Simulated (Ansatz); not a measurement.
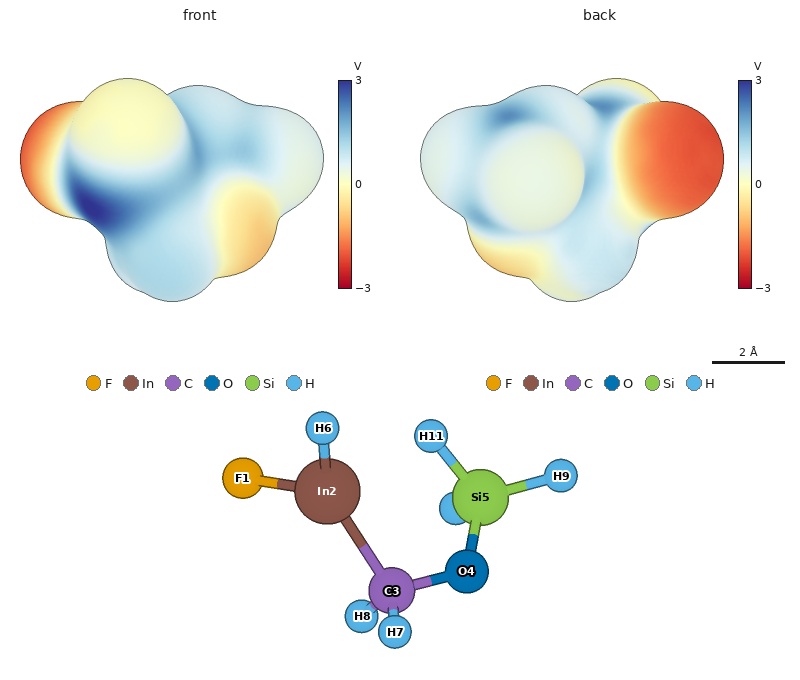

Figure 1: CH6FInOSi (SMILES [F][InH][CH2]O[SiH3]). The molecular electrostatic potential painted on the density surface at 0.002 e/bohr³, seen from the front and from behind; red is negative and blue positive. The bare structure is drawn below in the same view.

Geometry: PBE0-D4/def2-TZVP; core potentials replace the inner electrons of In.

All numbers below come from Ansatz 0.2.0, RKS PBE0-D4/def2-TZVPP.

```tsv
atom	x (Å)	y (Å)	z (Å)
F	-2.6006	0.7401	1.1720
In	-0.6530	0.7334	1.4857
C	0.1456	-1.1340	0.6636
O	1.0595	-0.8973	-0.3975
Si	0.6615	0.1971	-1.5467
H	-0.1670	2.0878	2.4057
H	0.6726	-1.6919	1.4393
H	-0.7017	-1.7375	0.3240
H	1.8820	0.5685	-2.2933
H	-0.4162	-0.2608	-2.4581
H	0.1172	1.3945	-0.7949
```

**Which sites attract a positive test charge, and which a negative one?**

A positive charge is drawn to the negative regions and a negative charge to the positive ones. The most negative region (about −2.1 V) lies over F1, the most positive (about +2.9 V) over In2.
